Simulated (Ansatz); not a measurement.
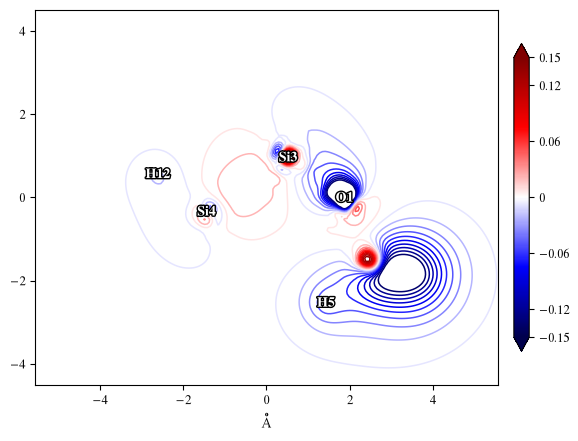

*H8OSi3 (SMILES [SiH3]O[SiH2][SiH3]). The HOMO−1 on the plane of atoms Si3, Si4 and H12 (values in Å⁻³ᐟ²; the overall sign is arbitrary).*

Geometry: r2SCAN-D4/def2-SVP.

The calculation used Ansatz, isolated molecule in a Gaussian basis; Kohn-Sham density functional theory, functional PBE0.

```json
{"atom": "O", "x (Å)": "-0.1384", "y (Å)": "0.9981", "z (Å)": "1.1653"}
{"atom": "Si", "x (Å)": "-0.9332", "y (Å)": "2.0355", "z (Å)": "0.1432"}
{"atom": "Si", "x (Å)": "0.4107", "y (Å)": "-0.5626", "z (Å)": "1.3565"}
{"atom": "Si", "x (Å)": "0.8374", "y (Å)": "-1.5621", "z (Å)": "-0.7311"}
{"atom": "H", "x (Å)": "-0.6528", "y (Å)": "1.6639", "z (Å)": "-1.2785"}
{"atom": "H", "x (Å)": "-2.4056", "y (Å)": "1.9686", "z (Å)": "0.3779"}
{"atom": "H", "x (Å)": "-0.4527", "y (Å)": "3.4211", "z (Å)": "0.3992"}
{"atom": "H", "x (Å)": "-0.6068", "y (Å)": "-1.3703", "z (Å)": "2.0990"}
{"atom": "H", "x (Å)": "1.6599", "y (Å)": "-0.5254", "z (Å)": "2.1731"}
{"atom": "H", "x (Å)": "1.8421", "y (Å)": "-0.7693", "z (Å)": "-1.5046"}
{"atom": "H", "x (Å)": "-0.4173", "y (Å)": "-1.6570", "z (Å)": "-1.5400"}
{"atom": "H", "x (Å)": "1.3739", "y (Å)": "-2.9429", "z (Å)": "-0.5193"}
```

**Describe this orbital and give its energy.**

Its weight (Hirshfeld) is mainly on O1 (about 30 %), Si3 (about 15 %), Si2 (about 15 %), H6 (about 10 %), H9 (about 10 %) and H8 (about 10 %). Its energy is −8.73 eV.
